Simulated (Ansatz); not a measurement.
Relaxed MgB₂ (space group P6/mmm):

```
MgB2
1.0
    6.14853     0.00000     0.00000
   -1.53713     2.66239     0.00000
    3.07427     0.00000     3.52750
Mg B
2 4
Direct
  0.00000   0.00000   0.00000
  0.50000   0.00000   0.00000
  0.08333   0.33333   0.50000
  0.58333   0.33333   0.50000
  0.91667   0.66667   0.50000
  0.41667   0.66667   0.50000
```

The atoms are displaced by Q × the pattern below (from a DFPT mode at L = (0.5, 0.0, 0.5), largest move 1; Q in Å), at fixed cell. (q is in reciprocal vectors of the primitive cell; the cell shown is doubled to hold the pattern.)

```tsv
atom	x	y	z
Mg1	0.288	0.167	0.000
Mg2	-0.288	-0.167	0.000
B3	0.000	0.000	-1.000
B4	0.000	0.000	1.000
B5	0.000	0.000	-1.000
B6	0.000	0.000	1.000
```

All values below come from PBE (plane waves to 420 eV, PAW, scalar-relativistic; Ansatz, a quantum-chemistry and plane-wave program). k mesh 17×17×17 (Γ-centred), Fermi-Dirac smearing 0.05 eV. The energy includes the smearing's −TS. With partly filled bands, energies and forces of such displacements shift with the k mesh and the smearing. MgB2 was relaxed with its symmetry unable to fall. ΔE is measured from the undisplaced structure.

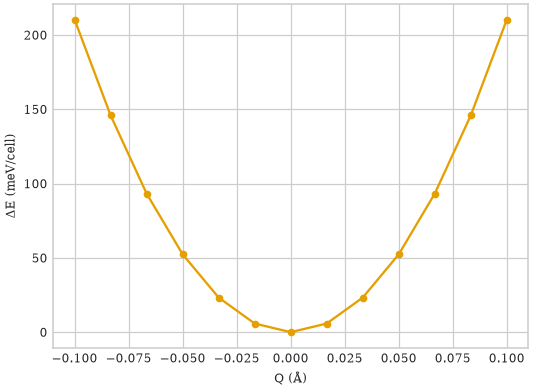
Fig. 1. ΔE (meV/cell) against Q (Å); computed points joined by lines.

What is the energy change at Q = 0.100 Å?

About 210 meV/cell.

What harmonic wavenumber does the curvature at Q = 0 give?

About 480 cm⁻¹.

(For displaced atoms, the force is minus the slope of the energy, and its curvature is a force constant, which sets phonon frequencies.)
